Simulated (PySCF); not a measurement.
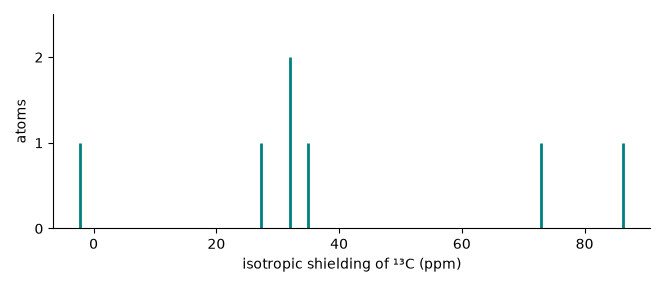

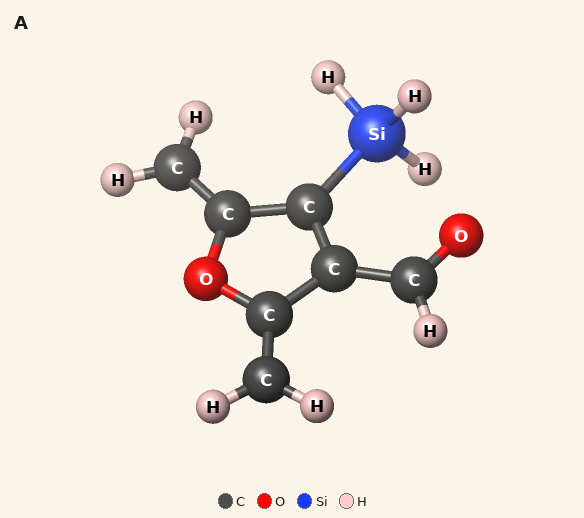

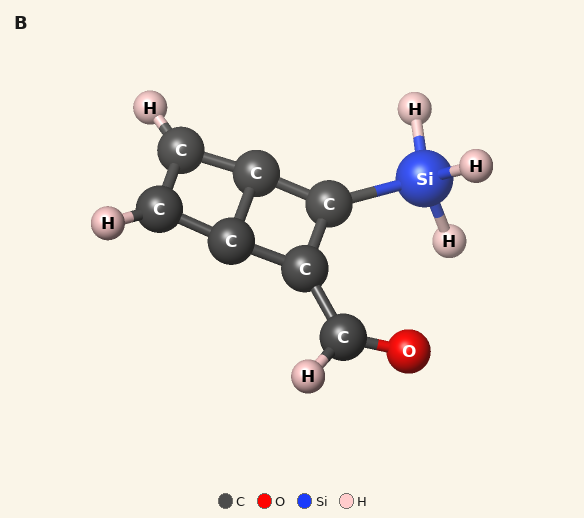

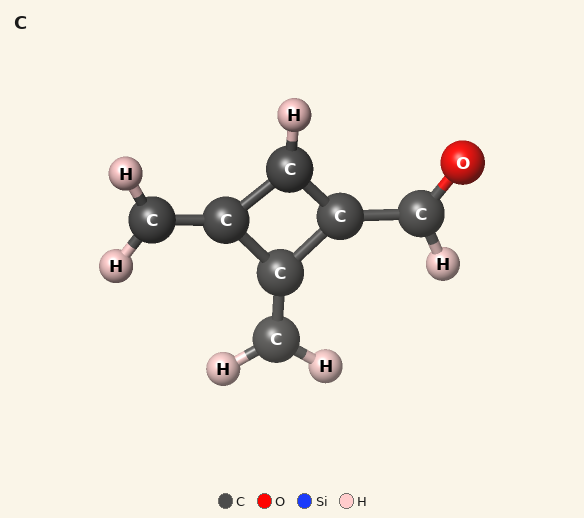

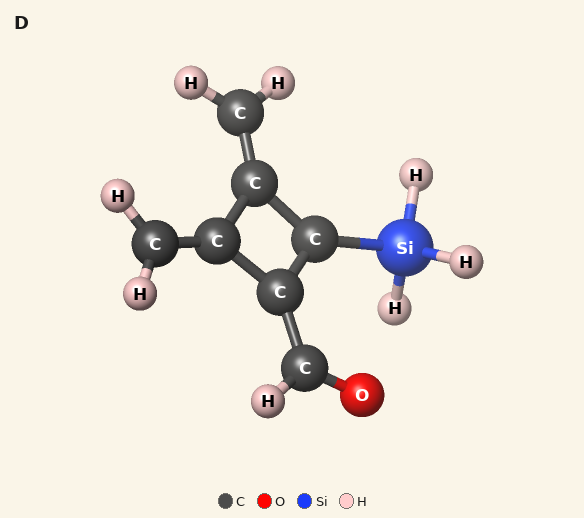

The sticks are computed shieldings of one of the molecules, for one fixed geometry (GFN2-xTB) without averaging over rotations. Low shielding means a high chemical shift. Method: GIAO PBE0/pcSseg-1 NMR shielding, non-relativistic, gas phase (PySCF 2.14.0).

### Match the spectrum to a structure.

C, `C=C1C=C(C=O)C1=C`. Its 7 C atoms give lines at −2.2, 27.3, 32.0 (2 atoms), 34.9, 73.0, 86.3 ppm.

The geometry is semi-empirical. Around Si such bond lengths and angles can be off by a tenth of an ångström or more and by several degrees, and values that hang on the shape move with them.
